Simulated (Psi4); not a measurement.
**CHCl2F (dichlorofluoromethane) at DSD-PBEP86/def2-SVPD (density fitting for correlation)**

What is the energy change on altering one bond length of CHCl2F (dichlorofluoromethane) at DSD-PBEP86/def2-SVPD (density fitting for correlation)? 

Program for the calculation: Psi4 1.11.

1 further run of the same task is left out (set aside as unsound or not needed).

**1. The system as given**

The species is CHCl2F (5 atoms), meant as a singlet with charge 0. SMILES: `FC(Cl)Cl`. The coordinates come from a PBE0-D4/def2-TZVP relaxation.

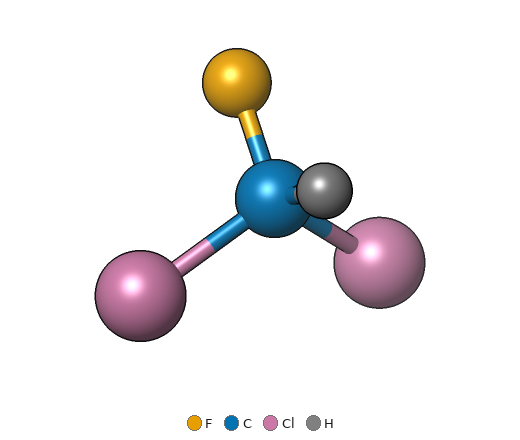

The structure, seen from a chosen angle (fluorine amber, carbon blue, chlorine pink, hydrogen grey).

**2. The energy at DSD-PBEP86/def2-SVPD (density fitting for correlation)**

The input, calc.in:

```
memory 1.6 GB

molecule {
  0 1
  F     -0.590600     0.132500     1.230400
  C      0.006400     0.099400     0.030700
  Cl     1.459900    -0.886800     0.126900
  Cl    -1.120400    -0.525200    -1.167100
  H      0.294600     1.106400    -0.262500
  units angstrom
  symmetry c1
}

set globals {
  reference            rks
  puream               true
  e_convergence        1e-09
  d_convergence        1e-08
  scf_type             pk
  dft_radial_points    99
  dft_spherical_points 590
  num_frozen_docc      12
}

energy_value, wavefunction = energy('dsd-pbep86/def2-SVPD', return_wfn=True)
```

Launch:

```bash
$ psi4 -i calc.in -o calc.out -n 1
```

calc.out:

```text
[...]
  Running in c1 symmetry.
[...]
  Nuclear repulsion =  211.954260524294256
[...]
  Multiplicity = 1
[...]
  Nalpha       = 25
  Nbeta        = 25
[...]
    Number of basis functions: 105
[...]
   @RKS iter   1: -1057.27206883005670   -5.91346e-02   3.20205e-03 ADIIS/DIIS
[...]
   @RKS iter  11: -1057.32282477763601   -2.95586e-12   3.12385e-09 DIIS
[...]
    Orbital Energies [Eh]
    ---------------------
    Doubly Occupied:
       1A   -103.686594     2A   -103.686542     3A    -25.790128
       4A    -11.092320     5A    -10.220333     6A    -10.220313
       7A     -7.793370     8A     -7.793356     9A     -7.787222
      10A     -7.787220    11A     -7.787112    12A     -7.787101
      13A     -1.523289    14A     -1.115112    15A     -1.037317
      16A     -0.842476    17A     -0.722234    18A     -0.678482
      19A     -0.671713    20A     -0.555150    21A     -0.533515
      22A     -0.465231    23A     -0.442209    24A     -0.436307
      25A     -0.422339
[...]
  @RKS Final Energy: -1057.32282477763601
   => Energetics <=
    Nuclear Repulsion Energy =            211.9542605242942557
    One-Electron Energy =               -1882.1632932384877677
    Two-Electron Energy =                 633.5043010412584863
    DFT Exchange-Correlation Energy =     -20.6180931047010745
    Empirical Dispersion Energy =           0.0000000000000000
    VV10 Nonlocal Energy =                  0.0000000000000000
    Total Energy =                      -1057.3228247776360149
[...]
 Multipole Moments:
 ------------------------------------------------------------------------------------
     Multipole            Electronic (a.u.)      Nuclear  (a.u.)        Total (a.u.)
 ------------------------------------------------------------------------------------
 L = 1.  Multiply by 2.5417464519 to convert [e a0] to [Debye]
 Dipole X            :         -0.3605869            0.5410048            0.1804179
 Dipole Y            :         -0.9419926            1.4021284            0.4601358
 Dipole Z            :          0.4557116           -0.6868901           -0.2311785
 Magnitude           :                                                    0.5456364
[...]
```

Wall time 20 s (1 thread of Intel Xeon Platinum 8259CL at 2.50GHz (Skylake/Cascade Lake), shared host); peak memory 0.63 GiB.

**3. The distorted shape**

The input, calc.py:

```python
import psi4

psi4.set_memory('1600 MB')
psi4.set_num_threads(1)
psi4.set_output_file('psi4.out', False)

geom = psi4.geometry("""
F
C 1 2.0107
Cl 2 1.759121 1 109.44471
Cl 2 1.759127 3 111.55786 1 -121.26938
H 2 1.087692 3 108.35119 4 -119.19442
units angstrom
symmetry c1
no_reorient
no_com
""")

psi4.set_options({
    'basis': 'def2-SVPD',
    'puream': True,
    'e_convergence': 1e-09,
    'd_convergence': 1e-08,
    'scf_type': 'pk',
    'dft_radial_points': 99,
    'dft_spherical_points': 590,
    'num_frozen_docc': 12,
})

energy_value, wavefunction = psi4.energy("dsd-pbep86", molecule=geom, return_wfn=True)
print('E =', round(energy_value, 9))
```

Launch:

```bash
$ python calc.py
```

psi4.out:

```text
[...]
  Running in c1 symmetry.
[...]
  Nuclear repulsion =  193.149100758174086
[...]
  Multiplicity = 1
[...]
  Nalpha       = 25
  Nbeta        = 25
[...]
    Number of basis functions: 105
[...]
   @RKS iter   1: -1057.05919082950663   -4.73901e-01   5.04900e-03 DIIS/ADIIS
[...]
   @RKS iter  12: -1057.20157604853284   -1.31877e-11   7.33592e-09 DIIS
[...]
    Orbital Energies [Eh]
    ---------------------
    Doubly Occupied:
       1A   -103.729487     2A   -103.729431     3A    -25.687263
       4A    -11.133487     5A    -10.261375     6A    -10.261353
       7A     -7.834563     8A     -7.834551     9A     -7.828348
      10A     -7.828336    11A     -7.827747    12A     -7.827734
      13A     -1.308768    14A     -1.153741    15A     -1.065835
      16A     -0.839020    17A     -0.650463    18A     -0.608836
      19A     -0.562149    20A     -0.500239    21A     -0.497482
      22A     -0.475686    23A     -0.469848    24A     -0.452456
      25A     -0.447130
[...]
  @RKS Final Energy: -1057.20157604853284
   => Energetics <=
    Nuclear Repulsion Energy =            193.1491007581740860
    One-Electron Energy =               -1844.4736241231314580
    Two-Electron Energy =                 614.6819418885088453
    DFT Exchange-Correlation Energy =     -20.5589945720844760
    Empirical Dispersion Energy =           0.0000000000000000
    VV10 Nonlocal Energy =                  0.0000000000000000
    Total Energy =                      -1057.2015760485328428
[...]
 Multipole Moments:
 ------------------------------------------------------------------------------------
     Multipole            Electronic (a.u.)      Nuclear  (a.u.)        Total (a.u.)
 ------------------------------------------------------------------------------------
 L = 1.  Multiply by 2.5417464519 to convert [e a0] to [Debye]
 Dipole X            :          1.0781369           -1.2574500           -0.1793130
 Dipole Y            :         -0.5909767            0.6892667            0.0982900
 Dipole Z            :          0.4229482            1.2239578            1.6469060
 Magnitude           :                                                    1.6595522
[...]
```

Standard output:

```text
E = -1057.556967033
```

It took 24 s on 1 thread of Intel Xeon Platinum 8259CL at 2.50GHz (Skylake/Cascade Lake), shared host; peak memory 0.63 GiB.

**4. Results**

Level: DSD-PBEP86/def2-SVPD (density fitting for correlation), 12 core orbitals frozen.

```
                                                         quantity           value
                                        first shape: total energy  -1057.65358 Eh
                   first shape: HOMO energy (SCF part's orbitals)       -11.49 eV
                   first shape: LUMO energy (SCF part's orbitals)         1.55 eV
                 first shape: HOMO–LUMO gap (SCF part's orbitals)        13.04 eV
                                    distorted shape: total energy  -1057.55697 Eh
               distorted shape: HOMO energy (SCF part's orbitals)       -12.17 eV
               distorted shape: LUMO energy (SCF part's orbitals)        -1.60 eV
             distorted shape: HOMO–LUMO gap (SCF part's orbitals)        10.56 eV
energy change with the F1–C2 bond stretched from 1.340 to 2.011 Å        2.629 eV
```

**Reading.** With the F1–C2 bond stretched from 1.340 to 2.011 Å the energy rises by 2.63 eV (61 kcal/mol). The first shape isn't relaxed at this level, so the change isn't measured from a minimum.
